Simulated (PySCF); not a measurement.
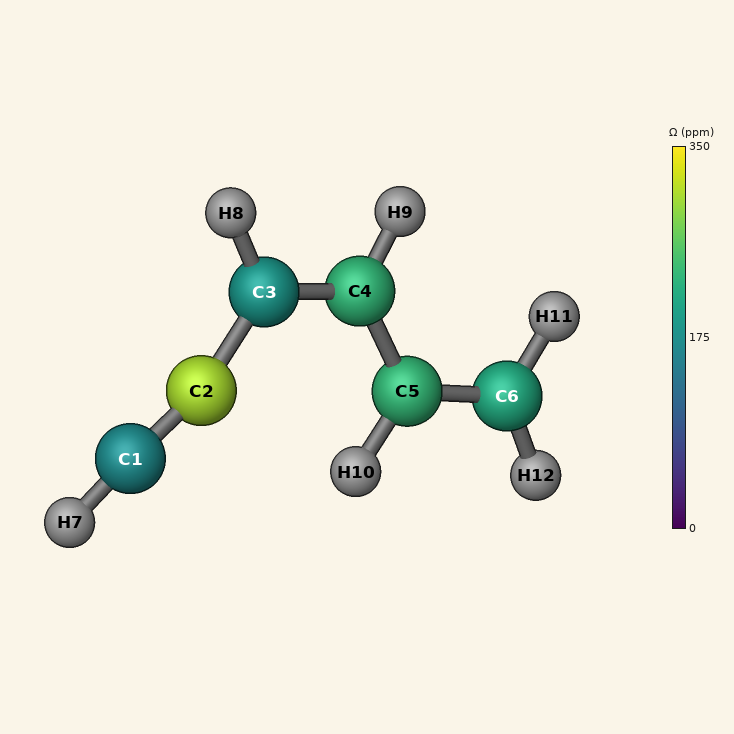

The C atoms are coloured by the span of their shielding tensor. Geometry: a frame of a GFN2-xTB molecular-dynamics simulation, not a minimum. Level of theory: GIAO PBE0/pcSseg-1 NMR shielding, non-relativistic, gas phase (PySCF 2.14.0). Principal shieldings σ11 ≤ σ22 ≤ σ33, span Ω = σ33 − σ11, skew κ = 3(σiso − σ22)/Ω.

> Which C atom has the most anisotropic shielding?

C2, with a span of 306 ppm.

Give the shielding tensors of the C atoms.

```
atom    σ11   σ22    σ33  σiso      Ω      κ
  C1   22.6  50.5  191.6  88.2  169.0   0.67
  C2   −8.7   1.9  297.6  96.9  306.2   0.93
  C3  −31.2  83.6  154.2  68.8  185.5  −0.24
  C4  −81.8  48.0  151.9  39.4  233.7  −0.11
  C5  −79.9  45.2  154.8  40.0  234.7  −0.07
  C6  −58.5  71.8  156.3  56.6  214.8  −0.21
```

Shieldings and span in ppm.
